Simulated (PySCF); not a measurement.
# ClH6N3Ti, SMILES `N[Ti](N)(N)Cl`: electronic structure

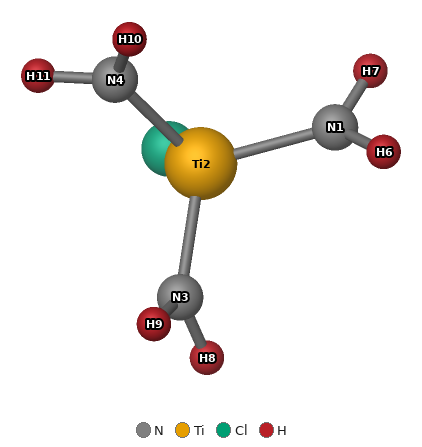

The molecule, with its atoms numbered as below. No frequency check shows the geometry to be a minimum.

Cartesian coordinates (Å):

```
N1       0.8728   -1.7114   -0.3801
Ti2      0.2845   -0.0022   -0.0025
N3       0.9163    0.5082    1.6573
N4       0.9396    1.1681   -1.2723
Cl5     -1.8854    0.0257   -0.0016
H6       1.7293   -2.1823   -0.0927
H7       0.3649   -2.3214   -1.0244
H8       0.5145    0.1412    2.5227
H9       1.7617    1.0282    1.8874
H10      1.7594    1.0797   -1.8705
H11      0.5626    2.1129   -1.3747
```

Part 1: Bonding charge

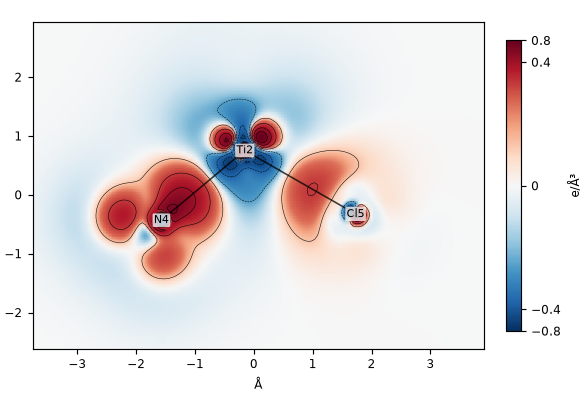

Deformation density (molecule less spherical, spin-averaged free atoms) in the plane of Ti2, N4 and Cl5; colour scale in e/Å³, logarithmic beyond ±0.1; red: gain, blue: loss.

PySCF calculation, PBE0/def2-TZVP, gas phase; geometry: GFN2-xTB. This is a single-reference result, which may miss multireference character in this system.

Q: How much density has each bond in this plane gained at its critical point, relative to the free atoms?

A: Ti2–N4: +0.22 e/Å³ at the bond critical point (bond length 1.85 Å, Mayer order 1.0). Ti2–Cl5: +0.13 e/Å³ at the bond critical point (bond length 2.17 Å, Mayer order 1.0). In all, 2.6 electrons gather in the regions of gain relative to the promolecule. A small or negative value marks a very polar bond, one between electron-rich atoms, whose free-atom densities already overlap strongly, a long bond to a heavier atom, or a closed-shell contact such as a hydrogen bond.

Q: Where do the Hirshfeld charges lie?

A: The highest Hirshfeld charge is on Ti2 (+0.55 e), the lowest on N1 and N3 (−0.35 e).

Part 2: Electrostatic potential

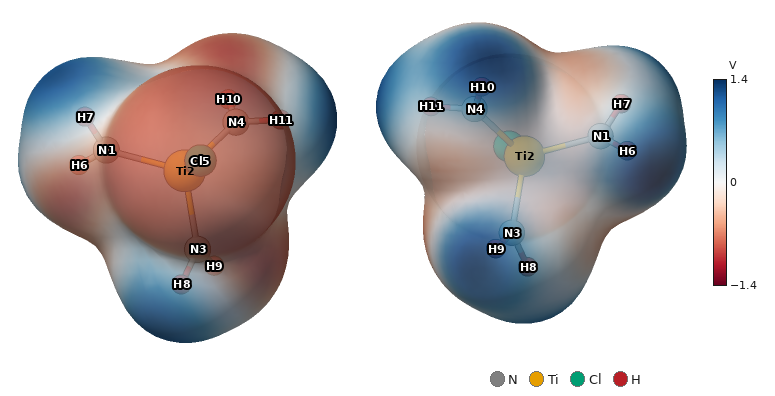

Electrostatic potential on the surface of electron density 0.001 a.u. (back view left, front view right).

Q: Where are the extremes of the potential on the surface?

A: Highest: 1.33 V, 1.3 Å from H6. Lowest: −0.88 V, over N3, off the plane of its three bonds (2.1 Å), and at like points elsewhere. The surface is sampled at points, so like sites can differ by a few per cent and only the strongest of them is named.

Q: What volume does the surface enclose, and what is the dipole moment?

A: About 138 Å³; the dipole moment is 3.2 D.

Part 3: In an electric field

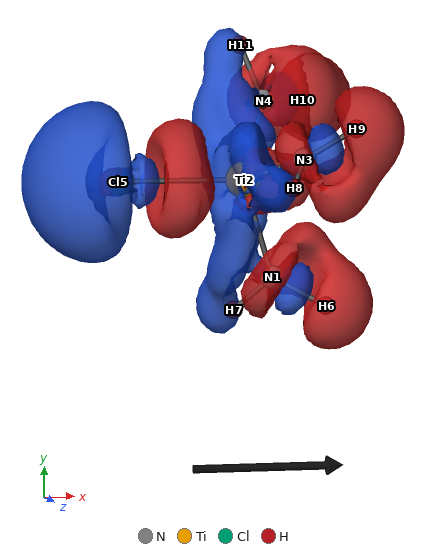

Change of the electron density in a uniform field of 0.21 V/Å along +x (arrow), surfaces at ±0.0015 e/Å³ (blue: gain, red: loss).

Level of theory: PBE0/def2-TZVP (PySCF), at a geometry from GFN2-xTB. This is a single-reference result, which may miss multireference character in this system. A basis without diffuse functions makes polarisabilities too small.

Q: What dipole is induced, and what polarisability does it imply?

A: The induced dipole is 0.76 D (along the field); α along this axis, from the fields in both directions, is 75 bohr³ (11.1 Å³).

Q: Which atoms gain and lose the most charge?

A: Electrons gather most on Cl5 (Hirshfeld charge changes by −0.025 e) and leave H9 most (+0.007 e); 0.063 electrons are displaced in all.

Part 4: Removing or adding an electron

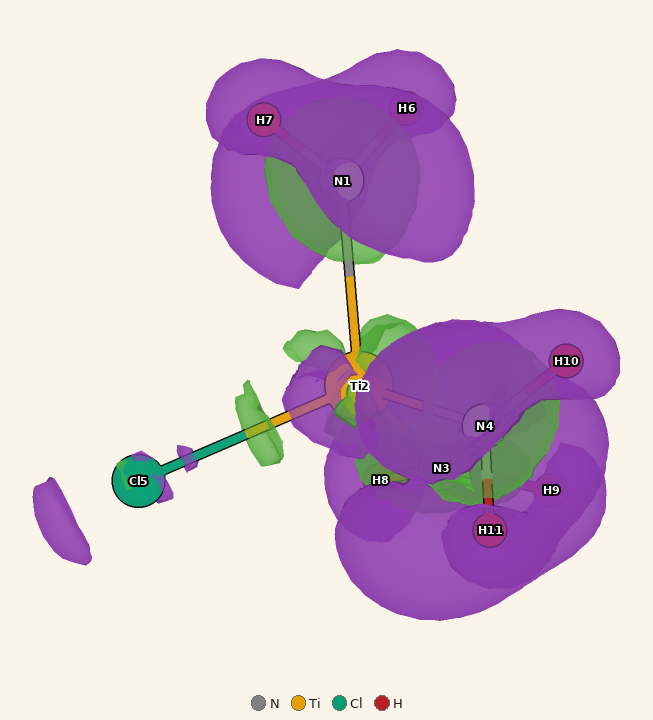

Fukui function f⁻ = ρ(N) − ρ(N−1) at fixed geometry, surfaces at ±0.02 e/Å³ (purple positive, green negative).

Q: Which atoms respond most to the removal of an electron?

A: f⁻ (Hirshfeld-condensed) is largest on N1 and N3 (0.15 each), N4 (0.13) and Cl5 (0.12); the vertical ionisation energy is 8.91 eV (the stability of the cation's solution wasn't checked). Condensed values hint at sites of electrophilic attack but needn't mark the atom that reacts. Shares this close don't rank the sites. Orbital relaxation makes it negative in places (0.22 e in all).

```csv
atom,f⁻,charge
N1,+0.15,−0.35
Ti2,+0.10,+0.55
N3,+0.16,−0.35
N4,+0.13,−0.35
Cl5,+0.12,−0.20
H6,+0.06,+0.12
H7,+0.06,+0.12
H8,+0.06,+0.12
H9,+0.06,+0.12
H10,+0.05,+0.12
H11,+0.05,+0.12
```
